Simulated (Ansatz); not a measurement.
**C2H9InO: density, localisation and related maps**

The calculation's input:

```
crystal:
  periodic: [false, false, false]
  atoms:
    - { symbol: In, position_ang: [0.159285, 0.256355, 0.537133] }
    - { symbol: H, position_ang: [1.778659, -0.382577, 0.549479] }
    - { symbol: C, position_ang: [-0.118891, 2.176152, -0.415305] }
    - { symbol: C, position_ang: [-1.374211, -0.965666, 1.438415] }
    - { symbol: H, position_ang: [1.827211, -1.572006, -0.961743] }
    - { symbol: O, position_ang: [1.348105, -1.935267, -1.723717] }
    - { symbol: H, position_ang: [0.805415, 2.493712, -0.915468] }
    - { symbol: H, position_ang: [-0.933631, 2.134332, -1.153546] }
    - { symbol: H, position_ang: [-0.388693, 2.935126, 0.335409] }
    - { symbol: H, position_ang: [-1.147008, -1.14237, 2.501062] }
    - { symbol: H, position_ang: [-2.377638, -0.526729, 1.352083] }
    - { symbol: H, position_ang: [-1.371642, -1.945065, 0.932431] }
    - { symbol: H, position_ang: [1.79284, -1.525999, -2.476133] }
magnetization:
  spin_polarized: true
basis:
  gaussian: { orbitals: def2-SVP }
hamiltonian:
  xc: pbe0
  dispersion: d4
relax:
  f_tol: 0.03
  max_steps: 50
output:
  orbitals: {}
```

Run with:

```sh
ansatz run input.yaml --threads 4 --pin off --max-ram 5120MiB --backend cpu --events-out ev --progress --plain --runs-dir out
```

The fields are those of the run's last geometry, not of the input's.

Core potentials replace the inner electrons of In.

The calculation used Ansatz, UKS PBE0-D4/def2-SVP.

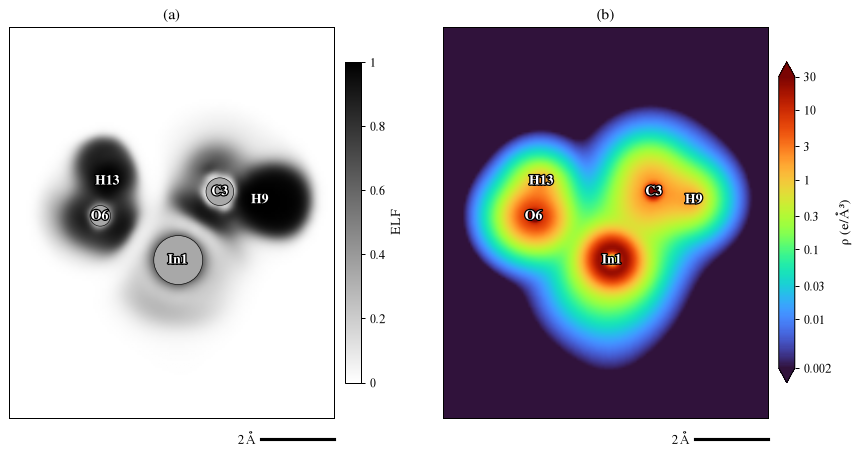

Figure 1. (a) ELF; (b) electron density on the plane of atoms In1, O6 and H13. Grey discs cover the atomic cores in the ELF map.

Interpret the plot.

Atoms in the plane: In, C, O and H. C–In (2.18 Å): ρ at the midpoint is about 0.61 e/Å³; the ELF peaks at about 0.90 in the valence shell of C, 0.7 Å from its nucleus, and drops to about 0.15 between the two atoms. In–O (2.44 Å): ρ at the midpoint is about 0.25 e/Å³; the ELF is about 0.10 at the midpoint. O–H (0.97 Å): ρ is about 3.7 e/Å³ halfway; the ELF climbs to about 1 towards the hydrogen, as it does in any bond to H (an ordinary covalent bond to hydrogen). C–H (1.10 Å): ρ is about 1.8 e/Å³ halfway; the ELF climbs to about 1 towards the hydrogen; an ordinary covalent bond to hydrogen.

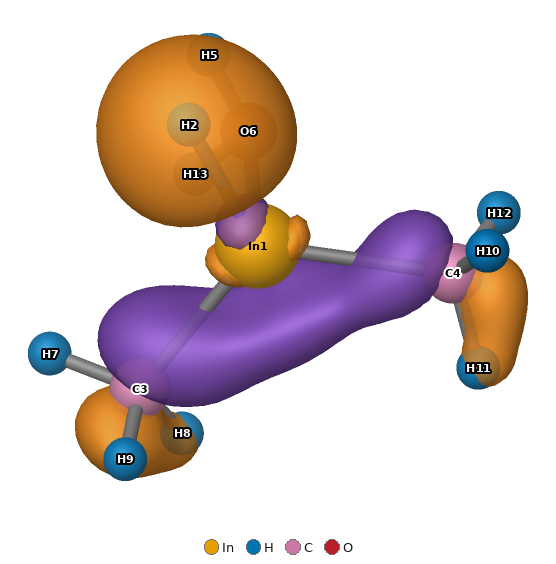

Figure 2. The HOMO−1 at ±0.15 Å⁻³ᐟ² (orange and purple are the two phases), seen at a tilt.

Where does this orbital lie, and at what energy?

By Hirshfeld shares it lies mainly on H2 (about 35 %), In1 (about 30 %), C3 (about 15 %) and C4 (about 10 %). Its energy is −6.94 eV.

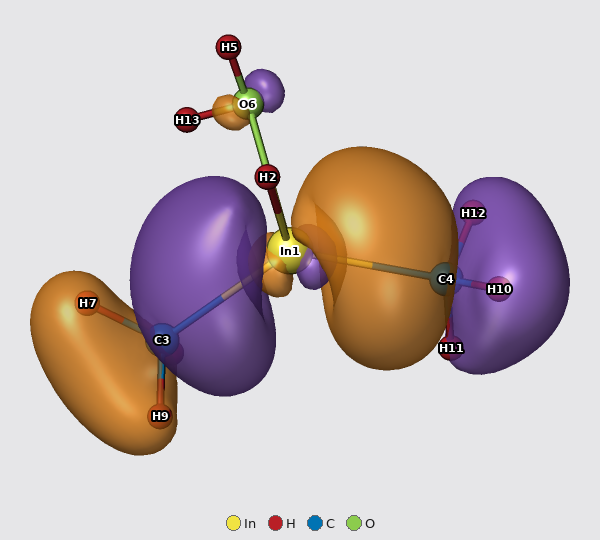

Figure 3. The HOMO at ±0.08 Å⁻³ᐟ² (orange and purple are the two phases), seen across its widest extent.

What is the character of this orbital?

It lies mainly on C4 (about 30 %), C3 (about 25 %) and In1 (about 25 %). Its energy is −6.68 eV.
